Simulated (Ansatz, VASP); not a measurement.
**HgTe: VASP beside Ansatz**

Aim: how closely do two programs agree when they are given the same cell, functional and k mesh?

Main program and level: Ansatz 0.2.0; plane waves, with VASP 6.6.1 beside it; zone-centre phonons at PBEsol.

## (1) The structure

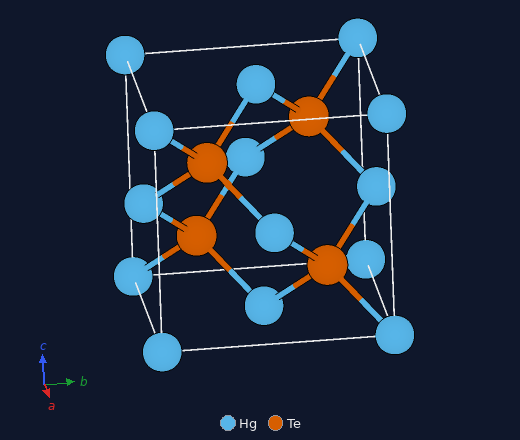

Start, viewed slightly off an axis; mercury blue, tellurium orange. This picture shows the conventional cell, with its axes. Bonds to atoms that aren't drawn are left out. Some periodic images of atoms are drawn too.

## (2) VASP: zone-centre phonons, PBEsol

Second derivatives magnify differences that forces hide, and they need a tight electronic threshold.

Lines of VASP's logs that name or quote its potential files are left out, and so is its time.

Input file INCAR:

```
SYSTEM = HgTe
PREC = Accurate
ENCUT = 450
EDIFF = 1E-08
NELM = 100
ISMEAR = 0
SIGMA = 0.05
LREAL = .FALSE.
ALGO = Normal
GGA = PS
NBANDS = 15
LORBIT = 11
LWAVE = .FALSE.
LCHARG = .FALSE.
KPAR = 4
IBRION = 8
ISIF = 2
```

Input file POSCAR:

```
HgTe
1.0
    0.0000000000      3.2585114791      3.2585114791
    3.2585114791      0.0000000000      3.2585114791
    3.2585114791      3.2585114791      0.0000000000
Hg Te
1 1
Direct
    0.0000000000      0.0000000000      0.0000000000
    0.7500000000      0.7500000000      0.7500000000
```

Input file KPOINTS:

```
Automatic mesh
0
Gamma
10 10 10
0 0 0
```

The projector-augmented-wave data sets are Hg and Te (PBE family, release 64).

Launch:

```sh
$ mpirun -np 4 vasp_std
```

Numbers of over 12 decimals in the logs are rounded to 6 here.

Output:

```text
[banner, memory and clock lines left out]
running    4 mpi-ranks, on    1 nodes
 distrk:  each k-point on    1 cores,    4 groups
 distr:  one band on    1 cores,    1 groups

 POSCAR found type information on POSCAR HgTe
 POSCAR found :  2 types and       2 ions
|                                                                             |
|               ----> ADVICE to this user running VASP <----                  |
|                                                                             |
|     You enforced a specific xc type in the INCAR file but a different       |
|     [... a line on the potential file left out ...]
|     I HOPE YOU KNOW WHAT YOU ARE DOING!                                     |
|                                                                             |

 LDA part: xc-table for (Slater+PW92), standard interpolation
 POSCAR, INCAR and KPOINTS ok, starting setup
 FFT: planning ... GRIDC
 FFT: planning ... GRID_SOFT
 FFT: planning ... GRID
 WAVECAR not read
 entering main loop
       N       E                     dE             d eps       ncg     rms          rms(c)
DAV:   1     0.960538393376E+02    0.96054E+02   -0.75059E+03  1434   0.923E+02
DAV:   2    -0.112373894067E+01   -0.97178E+02   -0.91766E+02  1592   0.228E+02
DAV:   3    -0.457531071991E+01   -0.34516E+01   -0.34432E+01  1809   0.442E+01
DAV:   4    -0.460809697965E+01   -0.32786E-01   -0.32785E-01  2013   0.386E+00
DAV:   5    -0.460825107041E+01   -0.15409E-03   -0.15409E-03  1851   0.213E-01    0.727E+00
DAV:   6    -0.438824937930E+01    0.22000E+00   -0.46198E-01  1543   0.951E+00    0.588E+00
DAV:   7    -0.437841519852E+01    0.98342E-02   -0.99580E-02  1599   0.224E+00    0.222E+00
DAV:   8    -0.437648394288E+01    0.19313E-02   -0.99144E-03  1585   0.120E+00    0.578E-01
DAV:   9    -0.437623129661E+01    0.25265E-03   -0.72822E-04  1795   0.316E-01    0.110E-01
DAV:  10    -0.437623999283E+01   -0.86962E-05   -0.78205E-05  1637   0.847E-02    0.496E-02
DAV:  11    -0.437624668572E+01   -0.66929E-05   -0.18916E-05  1648   0.344E-02    0.241E-02
DAV:  12    -0.437624570495E+01    0.98077E-06   -0.30925E-06  1529   0.146E-02    0.132E-02
DAV:  13    -0.437624570778E+01   -0.28360E-08   -0.24989E-07  1879   0.342E-03    0.789E-03
DAV:  14    -0.437624562886E+01    0.78928E-07   -0.15560E-07  1494   0.416E-03    0.110E-03
DAV:  15    -0.437624562955E+01   -0.69031E-09   -0.20659E-08  1725   0.938E-04
   1 F= -.43762456E+01 E0= -.43762067E+01  d E =-.778102E-04
 Linear response reoptimize wavefunctions to high precision
DAV:   1    -0.437624564504E+01   -0.15494E-07   -0.47936E-10  1209   0.171E-04
DAV:   2    -0.437624564504E+01    0.22737E-12   -0.63702E-11   831   0.578E-05
 Linear response DOF=           2
 Linear response progress:
  Degree of freedom:   1/  2
       N       E                     dE             d eps       ncg     rms          rms(c)
RMM:   1    -0.380183623109E+00   -0.38018E+00   -0.15411E-01  8287   0.275E+00
RMM:   2    -0.378651143827E+00    0.15325E-02   -0.16607E-03  7835   0.288E-01    0.115E-01
RMM:   3    -0.378191836657E+00    0.45931E-03   -0.68811E-05  8544   0.503E-02    0.687E-02
RMM:   4    -0.377758763183E+00    0.43307E-03   -0.47228E-05  8316   0.385E-02    0.144E-02
RMM:   5    -0.377740257164E+00    0.18506E-04   -0.18865E-06  8850   0.879E-03    0.191E-03
RMM:   6    -0.377749407159E+00   -0.91500E-05   -0.31058E-08  8981   0.124E-03    0.567E-04
RMM:   7    -0.377749674284E+00   -0.26712E-06   -0.32519E-08  8630   0.757E-04    0.128E-04
RMM:   8    -0.377749316115E+00    0.35817E-06   -0.55093E-09  9138   0.177E-04    0.478E-05
RMM:   9    -0.377749687808E+00   -0.37169E-06   -0.41847E-09  8478   0.123E-04    0.868E-06
RMM:  10    -0.377749691946E+00   -0.41381E-08   -0.27384E-09  9346   0.273E-05    0.377E-06
 first order change of Fermi-energy  -0.92068E-04
 force on displaced ion       1 direction 1 :  -3.436  -0.000  -0.000
 Linear response progress:
  Degree of freedom:   2/  2
       N       E                     dE             d eps       ncg     rms          rms(c)
RMM:   1    -0.471650553333E-01   -0.47165E-01    0.61576E-02 12552   0.103E+00
RMM:   2    -0.477636417679E-01   -0.59859E-03   -0.16663E-03  7992   0.268E-01    0.119E-01
RMM:   3    -0.477977425861E-01   -0.34101E-04   -0.10032E-04  8282   0.592E-02    0.731E-02
RMM:   4    -0.478889894971E-01   -0.91247E-04   -0.28981E-05  8307   0.328E-02    0.866E-03
RMM:   5    -0.478985897027E-01   -0.96002E-05   -0.11370E-06  8519   0.616E-03    0.435E-03
RMM:   6    -0.479013971709E-01   -0.28075E-05   -0.31434E-08  8413   0.208E-03    0.145E-03
RMM:   7    -0.479001845133E-01    0.12127E-05    0.39845E-08  8512   0.677E-04    0.567E-04
RMM:   8    -0.479007269706E-01   -0.54246E-06   -0.96312E-09  8506   0.298E-04    0.966E-05
RMM:   9    -0.479008548473E-01   -0.12788E-06   -0.16569E-08  7723   0.115E-04    0.260E-05
RMM:  10    -0.479009158790E-01   -0.61032E-07   -0.92922E-09  8799   0.366E-05    0.123E-05
RMM:  11    -0.479009343517E-01   -0.18473E-07   -0.11754E-08  8816   0.141E-05    0.192E-06
RMM:  12    -0.479009349187E-01   -0.56697E-09    0.33321E-09  7330   0.719E-06    0.306E-07
 first order change of Fermi-energy   0.32663E-03
 force on displaced ion       2 direction 1 :  -3.450   0.000   0.000
 Linear response finished
```

Parts of OUTCAR (step 2):

```text
ion  position               nearest neighbor table
   1  0.000  0.000  0.000-   2 2.82   2 2.82   2 2.82   2 2.82
   2  0.750  0.750  0.750-   1 2.82   1 2.82   1 2.82   1 2.82

  LATTYP: Found a face centered cubic cell.
 ALAT       =     6.5170229582

 Subroutine GETGRP returns: Found 24 space group operations
 (whereof 24 operations were pure point group operations)

The static configuration has the point symmetry T_d .

 Found     47 irreducible k-points:

   k-points           NKPTS =     47   k-points in BZ     NKDIM =     47   number of bands    NBANDS=     15

   dimension x,y,z NGX =    32 NGY =   32 NGZ =   32
   dimension x,y,z NGXF=    64 NGYF=   64 NGZF=   64

   ENCUT  =  450.0 eV  33.07 Ry    5.75 a.u.   7.97  7.97  7.97*2*pi/ulx,y,z

   NELECT =      18.0000    total number of electrons

 k-points in reciprocal lattice and weights: Automatic mesh
   0.00000000  0.00000000  0.00000000       0.001
   0.10000000  0.00000000  0.00000000       0.008
   0.20000000  0.00000000  0.00000000       0.008
   0.30000000  0.00000000  0.00000000       0.008
   0.40000000  0.00000000  0.00000000       0.008
   0.50000000  0.00000000  0.00000000       0.004
   0.10000000  0.10000000  0.00000000       0.006
   0.20000000  0.10000000  0.00000000       0.024
   0.30000000  0.10000000  0.00000000       0.024
[...]
-0.30000000  0.40000000  0.20000000       0.024
  -0.30000000  0.50000000  0.20000000       0.012

 average (electrostatic) potential at core
       1 -40.4284       2 -91.4321

  Total       -0.0005880     -0.0005880     -0.0005880      0.0000000     -0.0000000      0.0000000
  in kB       -0.0136151     -0.0136151     -0.0136151      0.0000000     -0.0000000      0.0000000
  external PRESSURE =      -0.0136151 kB  Pullay stress =       0.0000000 kB

  energy-cutoff  :      450.00
  volume of cell :       69.20
      direct lattice vectors                 reciprocal lattice vectors
     0.000000000  3.258511479  3.258511479    -0.153444296  0.153444296  0.153444296
     3.258511479  0.000000000  3.258511479     0.153444296 -0.153444296  0.153444296
     3.258511479  3.258511479  0.000000000     0.153444296  0.153444296 -0.153444296

 POSITION                                       TOTAL-FORCE (eV/Angst)
 -----------------------------------------------------------------------------------
      0.00000      0.00000      0.00000         0.000000     -0.000000     -0.000000
      4.88777      4.88777      4.88777        -0.000000      0.000000      0.000000
 -----------------------------------------------------------------------------------
    total drift:                                0.000000      0.000000      0.000000

 Eigenvectors and eigenvalues of the dynamical matrix
 ----------------------------------------------------

   1 f  =    3.285468 THz    20.643207 2PiTHz  109.591429 cm-1    13.587599 meV
             X         Y         Z           dx          dy          dz
      0.000000  0.000000  0.000000     0.000000    0.000000   -0.622804
      4.887767  4.887767  4.887767     0.000000    0.000000    0.782378

   2 f  =    3.285468 THz    20.643207 2PiTHz  109.591429 cm-1    13.587599 meV
             X         Y         Z           dx          dy          dz
      0.000000  0.000000  0.000000    -0.000000    0.622804   -0.000000
      4.887767  4.887767  4.887767     0.000000   -0.782378    0.000000

   3 f  =    3.285468 THz    20.643207 2PiTHz  109.591429 cm-1    13.587599 meV
             X         Y         Z           dx          dy          dz
      0.000000  0.000000  0.000000     0.622804    0.000000    0.000000
      4.887767  4.887767  4.887767    -0.782378   -0.000000    0.000000

   4 f/i=    0.003081 THz     0.019358 2PiTHz    0.102770 cm-1     0.012742 meV
             X         Y         Z           dx          dy          dz
      0.000000  0.000000  0.000000     0.000726   -0.755766    0.202317
      4.887767  4.887767  4.887767     0.000578   -0.601620    0.161052

   5 f/i=    0.003081 THz     0.019358 2PiTHz    0.102770 cm-1     0.012742 meV
             X         Y         Z           dx          dy          dz
      0.000000  0.000000  0.000000     0.782377    0.000558   -0.000724
      4.887767  4.887767  4.887767     0.622804    0.000444   -0.000576

   6 f/i=    0.003081 THz     0.019358 2PiTHz    0.102770 cm-1     0.012742 meV
             X         Y         Z           dx          dy          dz
      0.000000  0.000000  0.000000     0.000555    0.202317    0.755766
      4.887767  4.887767  4.887767     0.000442    0.161053    0.601620

 ELASTIC MODULI CONTR FROM IONIC RELAXATION (kBar)
 Direction    XX          YY          ZZ          XY          YZ          ZX
 --------------------------------------------------------------------------------
 XX          -0.0000     -0.0000      0.0000      0.0000     -0.0000     -0.0000
 YY          -0.0000     -0.0000     -0.0000      0.0000      0.0000     -0.0000
 ZZ          -0.0000     -0.0000     -0.0000     -0.0000      0.0000     -0.0000
 XY           0.0000      0.0000     -0.0000   -147.5498      0.0000      0.0000
 YZ          -0.0000      0.0000      0.0000      0.0000   -147.5498      0.0000
 ZX          -0.0000     -0.0000     -0.0000      0.0000      0.0000   -147.5498
 --------------------------------------------------------------------------------
```

## (3) Ansatz: zone-centre phonons, PBEsol

Ansatz runs on its default PAW (the set named soft_2) files.

The same cell, functional, mesh and smearing now go to Ansatz, which takes its cutoff from its data sets.

Input file input.yaml:

```yaml
crystal:
  lattice:
    - [0.0, 3.2585114791, 3.2585114791]
    - [3.2585114791, 0.0, 3.2585114791]
    - [3.2585114791, 3.2585114791, 0.0]
  atoms:
    - { symbol: Hg, position: [0.0, 0.0, 0.0] }
    - { symbol: Te, position: [0.75, 0.75, 0.75] }
hamiltonian:
  xc: pbesol
  pseudopotentials: { kind: paw }
kpoints:
  mp_grid: { grid: [10, 10, 10] }
scf:
  occupations: { method: gaussian, width: 0.05 }
phonons:
  method: dfpt
  qpoints: [[0, 0, 0]]
```

Launch:

```sh
$ ansatz run input.yaml --threads 4 --pin off --max-ram 9216MiB --backend cpu --events-out ev --progress --plain --runs-dir out
```

Output:

```text
zone centre: on kpoints.mp_grid the ground state, and the responses unless they are solved on pairs of k-points, stand on 102 of the mesh's 1000 k-points, reduced under 8 symmetry operations, with k and −k counted as one. Each operation leaves every solved displacement unchanged or reverses it
Engine: ansatz 0.2.0, aarch64-unknown-linux-gnu
Pseudopotentials: kind: paw
Pseudopotential: Hg, paw, valence charge 20, recommended cutoff 420 eV (normal), Hg.paw.azcp
Pseudopotential: Te, paw, valence charge 16, recommended cutoff 420 eV (normal), Te.paw.azcp
Functional definition: PBEsol
  exchange = pbesol_x
  correlation = pbesol_c
Crystal: 2 atoms, lattice volume = 69.197 Å³
Basis set: ecut = 420 eV, 1363 PW (Γ), exchange–correlation on 64×64×64 points (8 copies of the dense FFT grid, shifted against one another)
Bands: 22, of which v1, the nominal top of the filled ones, is band 18 counted from 1 (17 counted from 0)
Symmetry: 24 space group operations
k-points: 102 of 1000 (irreducible under 8 space group operations, time reversal used)
Non-local potential: Hg, projectors of the file, l = 0: 3, l = 1: 2, l = 2: 2, l = 3: 1
Non-local potential: Te, projectors of the file, l = 0: 2, l = 1: 2, l = 2: 2, l = 3: 2
PAW form: soft (Blöchl's): semilocal exchange-correlation on the pseudo side does not see the compensation charge
PAW frozen core: Hg, regenerated for the run's functional, and the local potential with it (the file was generated under x = pbe(κ = 0.804, μ = 0.219515), c = pbe(β = 0.066725))
PAW frozen core: Te, regenerated for the run's functional, and the local potential with it (the file was generated under x = pbe(κ = 0.804, μ = 0.219515), c = pbe(β = 0.066725))
PAW one-centre angular grid: Hg, 590 points (default); XC on 64 Gauss nodes
PAW one-centre angular grid: Te, 590 points (default); XC on 64 Gauss nodes
Initial density: superposition of atomic densities (neutral atoms: chi_scale 0, normalization atom), corrected by the library's trained network
Initial wavefunctions: pseudopotential atomic-orbital guess
Functional: x = pbesol(κ = 0.804, μ = 0.123457), c = pbesol(β = 0.046)
SCF iter   1: F=—  HF=-20569.816699 eV  |F-HF|=—  |Δ(HF+E_count)|=         —  Δρ=2.68e-3  dr2=7.99e-3  ethr=1.77e-3  ⟨swp⟩=6.1  Hψ=10639  notcnv=0
preconditioner: auto → none  [insulator: Δε(μ)=0.469 eV  Ē_g=10.418 eV  σ=0.050 eV  W_gap=0.67  n_scr=14 (ndim 8)  ℏωp=18.9 eV  f_vac=0.187  D(μ)=0.06/eV (n_scr^D=0)  ε∞_Penn≈4.3]
SCF iter   2: F=—  HF=-20569.814484 eV  |F-HF|=—  |Δ(HF+E_count)|=   2.22e-3  Δρ=8.09e-4  dr2=3.05e-4  ethr=2.22e-5  ⟨swp⟩=2.9  Hψ=5045  notcnv=0
SCF iter   3: F=—  HF=-20569.814715 eV  |F-HF|=—  |Δ(HF+E_count)|=   2.32e-4  Δρ=4.08e-4  dr2=7.34e-5  ethr=8.47e-7  ⟨swp⟩=2.0  Hψ=3050  notcnv=0
SCF iter   4: F=—  HF=-20569.814795 eV  |F-HF|=—  |Δ(HF+E_count)|=   8.02e-5  Δρ=1.62e-4  dr2=2.07e-5  ethr=2.04e-7  ⟨swp⟩=2.0  Hψ=3162  notcnv=0
SCF iter   5: F=—  HF=-20569.814795 eV  |F-HF|=—  |Δ(HF+E_count)|=   7.64e-7  Δρ=2.02e-5  dr2=1.69e-7  ethr=5.75e-8  ⟨swp⟩=2.0  Hψ=3061  notcnv=0
SCF iter   6: F=—  HF=-20569.814798 eV  |F-HF|=—  |Δ(HF+E_count)|=   3.57e-6  Δρ=3.51e-6  dr2=7.09e-9  ethr=4.70e-10  ⟨swp⟩=2.0  Hψ=3164  notcnv=0
SCF iter   7: F=—  HF=-20569.814798 eV  |F-HF|=—  |Δ(HF+E_count)|=   7.23e-9  Δρ=5.64e-7  dr2=1.40e-10  ethr=1.97e-11  ⟨swp⟩=2.0  Hψ=4017  notcnv=0
SCF iter   8: F=-20569.814798 eV  HF=-20569.814798 eV  |F-HF|=1.09e-11  |Δ(HF+E_count)|=  3.75e-10  Δρ=8.37e-8  dr2=4.56e-12  ethr=1.00e-12  ⟨swp⟩=7.0  Hψ=10267  notcnv=0
the search or the solves at the SCF's close seem to have found levels that the self-consistency loop had missed (the run counts 2). By its estimate they hold under 1e-12 electrons; where the run keeps them, the occupations were computed again with them
SCF 1 converged in 8 iterations: F = -20569.814798 eV  dr2 = 4.56e-12
  greatest PAW one-centre occupation: 1.000 electrons in one spin orbital (limit 2), on the Hg atom at site 0 (counted from 0), in its partial waves of l = 0
DFPT response loops at Γ: preconditioner auto → none (partly filled bands, converged f_vac=0.185); β = 0.50; Broyden in place of MSR1
SCF converged after 8 iterations
Free energy (F): -20569.814798 eV
Harris-Foulkes:  -20569.814798 eV  (|F-HF|=1.09e-11)
Internal energy: -20569.814720 eV  (E = F + TS)
E sigma→0 (E₀):  -20569.814759 eV
Entropy (-TS):   -0.000078 eV (-0.039 meV/atom)
Fermi energy:    8.209902 eV
--- Per-component energies (eV) ---
  E_band       = -786.827314
  E_kinetic    = 784.076704
  E_local      = -4861.603266  (includes V_loc(G=0)·N_el)
  E_nonlocal   = -231.598192
  E_hartree    = 2355.496606
  E_xc         = -341.807829
  E_vxc        = -365.212103  (∫ρ·V_xc dr)
  E_paw        = -14385.282688  (= ΣΔE_a)
  E_vpaw       = -823.484193  (= ΣTr[D̂ρ^β])
  E_aug_tail   = 0.000705  (compensation charges beyond the density's cutoff)
  E_ewald      = -3889.800227
  E_core_change = 0.703466  (= ΣΔE_core)
  E_smearing   = -0.000078  (= −TS)
  E_closure    = 0.000000  (closes the sum)
  Σ components = -20569.814798   (vs F -20569.814798, Δ=0.00e0)
--- Band table (eV; the first three rows and the last of 102) ---
  k-point 0: bands = [... 14 lower, 1.5020, 7.3384, 8.1946, 8.1946, 8.1946, 12.4388, 12.4388, 12.4388]
  k-point 1: bands = [... 14 lower, 1.5005, 6.5872, 8.0841, 8.0841, 8.6737, 12.3085, 12.5892, 12.5892]
  k-point 2: bands = [... 14 lower, 1.4994, 5.4362, 7.8220, 7.8220, 8.9876, 12.5954, 12.9121, 12.9121]
  k-point 101: bands = [... 14 lower, 2.0640, 2.8013, 5.6649, 5.7518, 11.0897, 12.2504, 13.9920, 14.4931]
--- Phonons (Γ-DFPT): 2 representative perturbations + reference, on 102 of 1000 k-points (Σ response iterations 6) ---
  k mesh reduced under 8 symmetry operations, with k and −k counted as one. Each operation leaves every solved displacement unchanged or reverses it
  ASR residual: 1.643e-4 → 0.000e0 eV/Å²; symmetrization residual: 6.224e-5 eV/Å²
  ASR residual per site (eV/Å²): 1.64e-4 2.33e-6
  Γ frequencies (cm⁻¹): 0.00 0.00 0.00 107.96 107.96 107.96
  non-analytic LO–TO correction: not included (Born effective charges unavailable; polar crystals: no LO–TO splitting at Γ)
--- Phonons (arbitrary-q DFPT): 1 explicit q-point ---
  q = [0, 0, 0] (of the zone-centre solve; hermiticity 3.72e-5, symmetrization 3.62e-13): -0.00 0.00 0.00 107.96 107.96 107.96
  sum rule: each row above includes the acoustic sum rule's correction from the zone centre's row sums; it moved no ω² by more than (0.47 cm⁻¹)²
```

Wall time 11 s (4 threads of Arm Neoverse V2, shared host); peak memory 0.71 GiB.

## (4) Comparison

Known differences besides the PAW data sets themselves: the data sets hold 36 valence electrons in Ansatz (default PAW (the set named soft_2) files) and 18 in VASP; the cutoff is 420 eV in Ansatz and 450 eV in VASP; Ansatz makes its cores anew for this functional, VASP keeps those of its PBE data sets; VASP leaves aspherical gradient terms in its spheres out (LASPH is not set), Ansatz keeps them. Total energies have different zeros and are not compared.

The two programs side by side:

```csv
quantity,Ansatz,VASP,difference
mode 4 to 6 (cm⁻¹),108.0,109.6,-1.49 %
```

## (5) Outcome

```yaml
difference_in_mode_4_to_6_zone_centre_phonons_pbesol: -1.5 %
```

**Reading.** The difference in mode 4 to 6 is -1.5 % (zone-centre phonons, PBEsol), within the 3 % picked in this series as the mark of a large difference. 1 further run on this material is not shown. How closely two codes agree says nothing of how well the functional describes the real material.

[Lines on the potential files, build, host, timing and source positions are cut from VASP's logs without a mark.]

[Logs are printed without paths, hosts, clocks, repeated set-up lines and the standing remarks that a program may print on its own settings, such as how far it seeks lower states.]

[Hosts, paths, dates, database ids (printed as entryN), source tags and the programs' standing remarks are cut or masked in the printed files.]
